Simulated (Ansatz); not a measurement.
## Geometry relaxation of C₂H₇FSSi (part 2 of 2)

Continued. System: C₂H₇FSSi. Method: RKS PBE-D4/6-31G* (Ansatz 0.2.0). It belongs to a series of runs on one base structure; here: end point B relaxed.

Geometry of the input (Å):
```
C  -1.2404  1.0107  1.5953
S  0.3559  0.8896  0.8587
C  -0.0936  -0.2260  -0.5212
F  -0.7320  -1.2505  -0.0276
Si 1.4773  -0.8939  -1.3104
H  -1.2458  1.7754  2.4176
H  -1.6120  0.0943  1.9665
H  -1.9564  1.4570  0.8361
H  -0.6710  0.3288  -1.1919
H  2.2965  -1.6338  -0.3228
H  1.1816  -1.8335  -2.4479
H  2.2927  0.1864  -1.8322
```

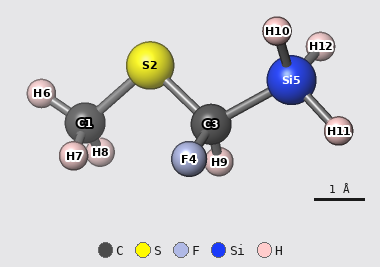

**Figure 1.** The geometry at step 6 of the log (ball-and-stick view, seen at a tilt; atoms are numbered from 1 in the order of the input).

## Log, continued
```
relax step  11: F+E_penalty+E_count = -23602.14851987 eV  Δ(F+E_penalty+E_count) = -8.066e-5 eV  max|allowed force component| = 6.537e-3 eV/Å  Δτ_max = 0.0085 Å  (31 SCF iters, accepted)
1190 factors; their error is unknown
mean field evaluation 96: about -23601.9799 eV, gradient 3.5e-1 eV
mean field -23601.88332508 eV, -867.3532142656 hartree, gradient 1.8e-5 eV, S^2 0.000000; 1 other end points of the search recorded, 0 dependent functions left out
the calculation of the forces begins
reference -23601.88335945 eV, -867.3532155285 hartree; 29, 29 occupied and 68, 68 virtual orbitals, 1190 factors
Total energy: -23602.14855424 eV, -867.3629612574 hartree
Atom 0 at    -1.292653     1.154340     1.555190 Å, force     0.003721    -0.000182     0.002008 eV/Å
Atom 1 at     0.375716     0.586077     1.061856 Å, force     0.002751     0.000074    -0.000668 eV/Å
Atom 2 at    -0.057124    -0.395891    -0.393629 Å, force     0.002718    -0.000048     0.003674 eV/Å
Atom 3 at    -0.728445    -1.587747    -0.036497 Å, force    -0.002146     0.000026    -0.002249 eV/Å
Atom 4 at     1.540696    -0.864131    -1.352755 Å, force    -0.002501    -0.002498    -0.005844 eV/Å
Atom 5 at    -1.195133     1.651963     2.531975 Å, force    -0.001157     0.001598     0.005098 eV/Å
Atom 6 at    -1.960437     0.285864     1.657870 Å, force    -0.002907    -0.004070     0.002054 eV/Å
Atom 7 at    -1.705500     1.869031     0.825126 Å, force    -0.004977     0.006537    -0.004458 eV/Å
Atom 8 at    -0.753114     0.188667    -1.026307 Å, force     0.002785    -0.002915    -0.000120 eV/Å
Atom 9 at     2.528283    -1.453859    -0.395683 Å, force    -0.001518     0.002466     0.001280 eV/Å
Atom 10 at     1.179694    -1.879635    -2.392548 Å, force     0.001582    -0.001103    -0.001208 eV/Å
Atom 11 at     2.120898     0.349851    -2.014318 Å, force     0.001649     0.000115     0.000433 eV/Å
Dipole moment:    -0.226509     0.272608    -0.104053 e Å
```

## Trajectory as extended XYZ (Å, eV, eV/Å), 11 frames, from step=1 to step=11
```
12
Properties=species:S:1:pos:R:3:forces:R:3 step=1 energy=-23601.59707
C    -1.2404    1.0107    1.5953   -1.4372   2.7649  -0.4536
S     0.3559    0.8896    0.8587    1.5936   0.2784  -0.0732
C    -0.0936   -0.2260   -0.5212    3.0280   1.7947   0.4847
F    -0.7320   -1.2505   -0.0276   -2.5663  -3.4203   1.2698
Si    1.4773   -0.8939   -1.3104    0.5635  -0.6432  -0.4581
H    -1.2458    1.7754    2.4176    0.3460  -0.5477  -0.3296
H    -1.6120    0.0943    1.9665   -0.5365  -1.4226   0.5103
H    -1.9564    1.4570    0.8361    0.2860  -0.5637   0.5555
H    -0.6710    0.3288   -1.1919   -1.6012   1.0851  -1.5046
H     2.2965   -1.6338   -0.3228    0.0042  -0.1561   0.2864
H     1.1816   -1.8335   -2.4479   -0.1925   0.0619   0.0932
H     2.2927    0.1864   -1.8322    0.5122   0.7685  -0.3808
12
Properties=species:S:1:pos:R:3:forces:R:3 step=2 energy=-23602.02958
C    -1.2629    1.0585    1.5737   -0.7258   1.0767   0.2125
S     0.3816    0.8364    0.8946    0.4147  -0.2166  -0.2664
C    -0.0822   -0.2835   -0.4904    1.3293   1.2219   0.1156
F    -0.7558   -1.3666   -0.0275   -0.8904  -1.2298   0.3964
Si    1.5273   -0.8733   -1.3283    0.0690  -0.4143  -0.1849
H    -1.1871    1.7860    2.4112    0.0281  -0.2466  -0.1913
H    -1.6785    0.1288    1.9565   -0.0978  -0.4029   0.1031
H    -1.9669    1.5002    0.8297    0.2348  -0.1754   0.1629
H    -0.7060    0.2949   -1.1706   -0.5555   0.1565  -0.3448
H     2.3081   -1.6366   -0.3104    0.0646  -0.0219   0.0106
H     1.1446   -1.7963   -2.4528    0.0378   0.0516   0.0502
H     2.3306    0.2560   -1.8656    0.0912   0.2008  -0.0639
12
Properties=species:S:1:pos:R:3:forces:R:3 step=3 energy=-23602.11959
C    -1.3070    1.1280    1.5924   -0.2304  -0.1829   0.0850
S     0.3658    0.7620    0.9571    0.0729  -0.2014  -0.2231
C    -0.0522   -0.3309   -0.4616    0.0570   0.6460   0.0690
F    -0.7247   -1.4787   -0.0334   -0.1309  -0.2665   0.0581
Si    1.5595   -0.8875   -1.3655   -0.0214   0.0495   0.0868
H    -1.1849    1.8048    2.4555    0.0138  -0.0487  -0.0787
H    -1.7996    0.1965    1.9337    0.1160   0.1731  -0.0767
H    -1.9429    1.6205    0.8360    0.0840   0.0219  -0.0038
H    -0.7426    0.2373   -1.1259    0.0901  -0.1731   0.0718
H     2.3862   -1.6434   -0.3708    0.0175   0.0253  -0.0610
H     1.1738   -1.7975   -2.4940   -0.0071   0.0294   0.0347
H     2.3215    0.2933   -1.9031   -0.0615  -0.0726   0.0379
12
Properties=species:S:1:pos:R:3:forces:R:3 step=4 energy=-23602.13434
C    -1.3009    1.1320    1.5687   -0.0503  -0.0988   0.0818
S     0.3871    0.7311    0.9782   -0.2404  -0.1750  -0.2111
C    -0.0588   -0.3398   -0.4330    0.1468   0.1700   0.0762
F    -0.7098   -1.5170   -0.0035    0.0012   0.0348  -0.0058
Si    1.5496   -0.8750   -1.3527   -0.0683   0.0375  -0.0015
H    -1.1778    1.7670    2.4601   -0.0625  -0.0017  -0.0142
H    -1.8350    0.2047    1.8516    0.1235   0.1619  -0.0684
H    -1.8805    1.6806    0.8047    0.0769  -0.0116   0.0440
H    -0.7718    0.2065   -1.0895    0.1151  -0.0897   0.1051
H     2.4166   -1.6235   -0.3880   -0.0156   0.0269  -0.0241
H     1.1505   -1.7796   -2.4777    0.0132  -0.0097  -0.0036
H     2.2836    0.3175   -1.8984   -0.0398  -0.0446   0.0218
12
Properties=species:S:1:pos:R:3:forces:R:3 step=5 energy=-23602.13734
C    -1.2983    1.1317    1.5500   -0.1141   0.0185  -0.0372
S     0.3944    0.7520    0.9810    0.1394   0.0259   0.1233
C    -0.0326   -0.3338   -0.3919   -0.2221   0.0201  -0.1436
F    -0.7038   -1.4932    0.0651    0.0836  -0.1028  -0.0060
Si    1.5382   -0.8770   -1.3515    0.0308  -0.0508   0.0170
H    -1.2174    1.6788    2.5034   -0.0348  -0.0725  -0.0403
H    -1.8480    0.1861    1.6953    0.0577   0.1105   0.0692
H    -1.8274    1.7586    0.8123   -0.0100   0.0257   0.0406
H    -0.7550    0.1898   -1.0506    0.0705   0.0124  -0.0175
H     2.4448   -1.5995   -0.4074    0.0179  -0.0033   0.0011
H     1.1196   -1.8018   -2.4523   -0.0135  -0.0036   0.0041
H     2.2383    0.3130   -1.9330   -0.0053   0.0201  -0.0108
12
Properties=species:S:1:pos:R:3:forces:R:3 step=6 energy=-23602.14412
C    -1.3043    1.1441    1.5581   -0.0148  -0.0350  -0.0367
S     0.3862    0.7158    0.9960   -0.0400  -0.0171   0.0015
C    -0.0402   -0.3497   -0.4034   -0.0557  -0.0378   0.0169
F    -0.6906   -1.5332    0.0292    0.0462   0.0426  -0.0296
Si    1.5455   -0.8757   -1.3546   -0.0216   0.0163   0.0130
H    -1.2061    1.7026    2.5019   -0.0113  -0.0193  -0.0141
H    -1.8744    0.2172    1.7353    0.0386   0.0656   0.0075
H    -1.8249    1.7717    0.8149    0.0165  -0.0004   0.0289
H    -0.7584    0.1812   -1.0598    0.0331  -0.0046   0.0229
H     2.4552   -1.5918   -0.4074    0.0053   0.0080  -0.0076
H     1.1314   -1.8022   -2.4559    0.0063  -0.0056   0.0017
H     2.2334    0.3246   -1.9340   -0.0025  -0.0127  -0.0044
12
Properties=species:S:1:pos:R:3:forces:R:3 step=7 energy=-23602.14571
C    -1.2990    1.1467    1.5589   -0.0171  -0.0206  -0.0161
S     0.3803    0.6757    1.0080    0.0217   0.0097   0.0009
C    -0.0483   -0.3634   -0.4077   -0.0522  -0.0292   0.0189
F    -0.6962   -1.5535    0.0054    0.0107   0.0040  -0.0255
Si    1.5438   -0.8700   -1.3551   -0.0140   0.0250   0.0036
H    -1.1906    1.6963    2.5061   -0.0096  -0.0003   0.0086
H    -1.8979    0.2392    1.7296    0.0101   0.0056   0.0120
H    -1.7966    1.7932    0.8185   -0.0058   0.0293  -0.0076
H    -0.7645    0.1770   -1.0577    0.0238   0.0108   0.0205
H     2.4615   -1.5521   -0.3926    0.0291  -0.0110  -0.0049
H     1.1493   -1.8187   -2.4437    0.0061  -0.0139  -0.0049
H     2.2111    0.3344   -1.9494   -0.0030  -0.0094  -0.0055
12
Properties=species:S:1:pos:R:3:forces:R:3 step=8 energy=-23602.14752
C    -1.2991    1.1547    1.5586   -0.0298  -0.0037  -0.0135
S     0.3738    0.6236    1.0383   -0.0105   0.0211   0.0056
C    -0.0539   -0.3818   -0.4003   -0.0150  -0.0642   0.0124
F    -0.7038   -1.5822   -0.0220   -0.0011   0.0260  -0.0072
Si    1.5421   -0.8647   -1.3540    0.0366  -0.0002  -0.0388
H    -1.1891    1.6787    2.5203   -0.0074   0.0019  -0.0014
H    -1.9401    0.2704    1.7011    0.0226   0.0220  -0.0094
H    -1.7534    1.8403    0.8229    0.0261  -0.0246   0.0233
H    -0.7641    0.1773   -1.0397    0.0105   0.0151   0.0049
H     2.4999   -1.5059   -0.3997   -0.0065   0.0104   0.0060
H     1.1687   -1.8481   -2.4205   -0.0088   0.0034   0.0068
H     2.1719    0.3423   -1.9849   -0.0169  -0.0071   0.0114
12
Properties=species:S:1:pos:R:3:forces:R:3 step=9 energy=-23602.14816
C    -1.2961    1.1559    1.5555   -0.0060   0.0125   0.0134
S     0.3743    0.5956    1.0565   -0.0270   0.0052   0.0018
C    -0.0541   -0.3929   -0.3944    0.0004  -0.0463  -0.0082
F    -0.7132   -1.5932   -0.0355   -0.0012   0.0321   0.0082
Si    1.5421   -0.8640   -1.3543    0.0150   0.0050  -0.0080
H    -1.1921    1.6635    2.5271   -0.0071  -0.0022  -0.0090
H    -1.9585    0.2846    1.6745    0.0158   0.0077  -0.0096
H    -1.7218    1.8625    0.8232    0.0190  -0.0218   0.0117
H    -0.7566    0.1818   -1.0283    0.0003   0.0066   0.0010
H     2.5199   -1.4725   -0.3968   -0.0155   0.0103  -0.0192
H     1.1701   -1.8672   -2.4037    0.0137   0.0115   0.0115
H     2.1388    0.3504   -2.0034   -0.0072  -0.0205   0.0065
12
Properties=species:S:1:pos:R:3:forces:R:3 step=10 energy=-23602.14844
C    -1.2953    1.1561    1.5564    0.0100  -0.0018  -0.0037
S     0.3738    0.5892    1.0616    0.0018  -0.0019   0.0010
C    -0.0551   -0.3957   -0.3929   -0.0128  -0.0135  -0.0022
F    -0.7214   -1.5915   -0.0360    0.0029   0.0187  -0.0002
Si    1.5410   -0.8644   -1.3549    0.0218  -0.0013   0.0035
H    -1.1960    1.6576    2.5310    0.0028   0.0022   0.0057
H    -1.9618    0.2875    1.6649   -0.0036  -0.0097  -0.0014
H    -1.7115    1.8678    0.8252   -0.0021   0.0036  -0.0064
H    -0.7535    0.1855   -1.0257   -0.0024  -0.0019  -0.0006
H     2.5258   -1.4612   -0.3980   -0.0106   0.0062  -0.0104
H     1.1778   -1.8753   -2.3993   -0.0002   0.0066   0.0088
H     2.1290    0.3490   -2.0121   -0.0077  -0.0071   0.0058
12
Properties=species:S:1:pos:R:3:forces:R:3 step=11 energy=-23602.14852
C    -1.2927    1.1543    1.5552    0.0037  -0.0002   0.0020
S     0.3757    0.5861    1.0619    0.0028   0.0001  -0.0007
C    -0.0571   -0.3959   -0.3936    0.0027   0.0000   0.0037
F    -0.7284   -1.5877   -0.0365   -0.0021   0.0000  -0.0022
Si    1.5407   -0.8641   -1.3528   -0.0025  -0.0025  -0.0058
H    -1.1951    1.6520    2.5320   -0.0012   0.0016   0.0051
H    -1.9604    0.2859    1.6579   -0.0029  -0.0041   0.0021
H    -1.7055    1.8690    0.8251   -0.0050   0.0065  -0.0045
H    -0.7531    0.1887   -1.0263    0.0028  -0.0029  -0.0001
H     2.5283   -1.4539   -0.3957   -0.0015   0.0025   0.0013
H     1.1797   -1.8796   -2.3925    0.0016  -0.0011  -0.0012
H     2.1209    0.3499   -2.0143    0.0016   0.0001   0.0004
```

## Summary

| quantity | value |
| --- | --- |
| outcome | converged |
| total energy | −23602.1486 eV |
| mean-field energy | −23601.8834 eV |
| largest force (length of the vector) at the end | 0.009 eV/Å |
| hardware | 2 threads of Arm Neoverse V2, 24 GiB of memory available, shared host |
| wall time | 21 s (CPU time 41 s) |
| peak memory | 0.15 GiB |
